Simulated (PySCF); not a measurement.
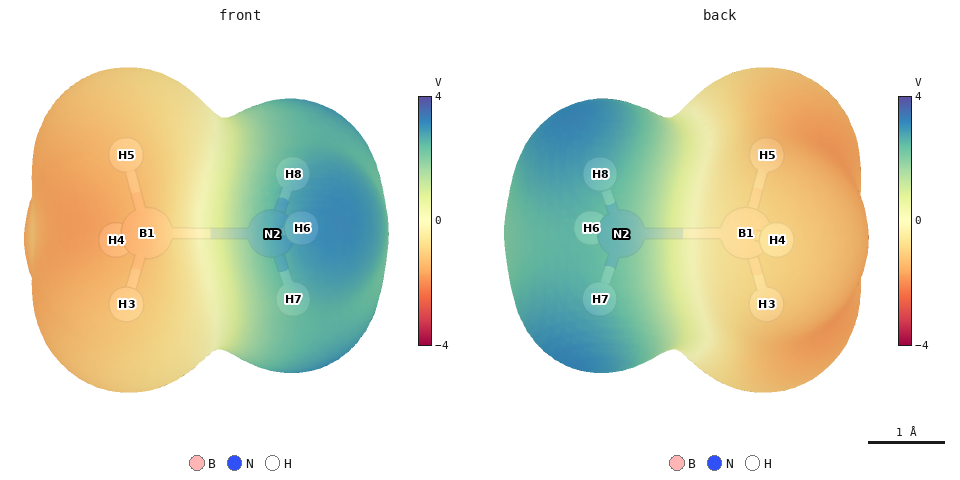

BH₆N (borane ammonia). The molecular electrostatic potential painted on the density surface at 0.004 e/bohr³, seen from the front and from behind; the colour scale runs from red (negative) to blue (positive).

Geometry: GFN2-xTB.

The calculation used PBE0/pcSseg-1, SCF density, gas phase, non-relativistic (PySCF 2.14.0).

| atom | x (Å) | y (Å) | z (Å) |
| --- | --- | --- | --- |
| B | 0.8303 | -0.0841 | -0.0086 |
| N | -0.8184 | 0.0938 | -0.0159 |
| H | 1.2468 | 0.7642 | -0.7328 |
| H | 1.0339 | -1.1850 | -0.4137 |
| H | 1.1625 | 0.0648 | 1.1251 |
| H | -1.0465 | 1.0209 | 0.3225 |
| H | -1.1514 | -0.0262 | -0.9649 |
| H | -1.2209 | -0.6108 | 0.5900 |

Q: Describe the electrostatic potential map.

A: The most negative region (about −1.8 V) lies over H3, the most positive (about +3.2 V) over H6, H7 and H8.

Q: What dipole moment does the calculation give?

A: Its dipole moment is 5.51 D.
